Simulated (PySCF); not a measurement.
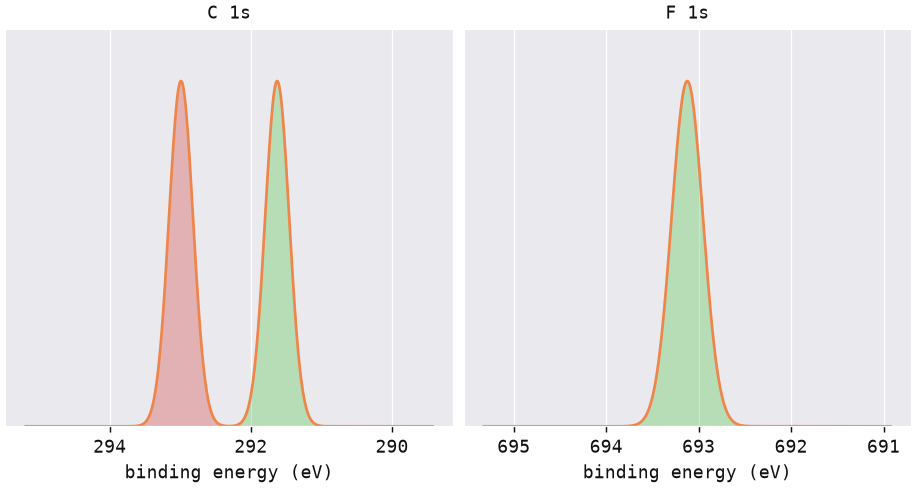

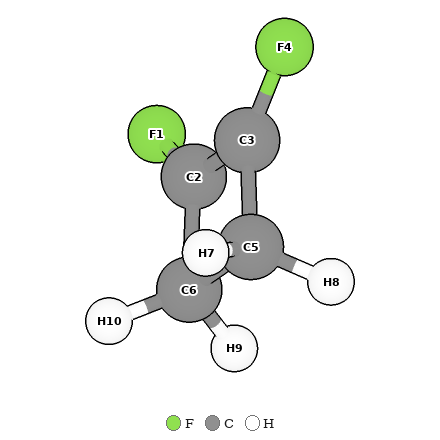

Simulated XPS of C₄H₄F₂, SMILES FC1=C(F)CC1. Vertical core-electron binding energies by ΔSCF (B3LYP, pcX-2 on the ionised atom, pcseg-1 elsewhere, spin-free X2C; PySCF 2.14.0, at a PBE0-D3(BJ)/def2-SVP geometry (no frequency check)), gas phase, against the vacuum level. One atom of each kind was ionised; within a panel, areas follow the number of like atoms, each panel is scaled alone, Gaussians of 0.4 eV full width. Only the regions named are shown.

Assign the components.

Answer.
```csv
level,atoms,binding energy (eV)
C 1s,"C2, C3",293.0
C 1s,"C5, C6",291.6
F 1s,"F1, F4",693.1
```

How large is the chemical shift across the C 1s region?

Answer. 1.4 eV, from C5, C6 at 291.6 eV to C2, C3 at 293.0 eV.
